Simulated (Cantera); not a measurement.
A closed system holds: 1 mol C₂F₆, 2.7 mol F₂, 10 mol H₂, at 1330 Pa.

Cantera equilibrium calculation (NASA polynomials, part measured and part estimated; ideal gas, pure solids and liquids). Candidate condensed phases: C, C₆H₆, C₇H₈, C₈H₁₈; 110 gas species. Ions and electrons are included (thermal ionisation). The feed counts by its element totals alone. Equilibrium is a limit: real reactors are often held back by kinetics, nucleation or transport.

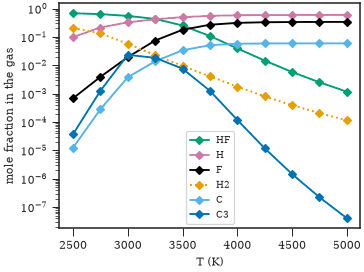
*Equilibrium gas composition (values under 1e-9 drawn at 1e-9)*

From 2500 K to 3000 K the condensed part is C(graphite). From 3250 K to 5000 K nothing is condensed. The main C-bearing gas is C₂H₂ (acetylene) at 2500 K and C at 5000 K.
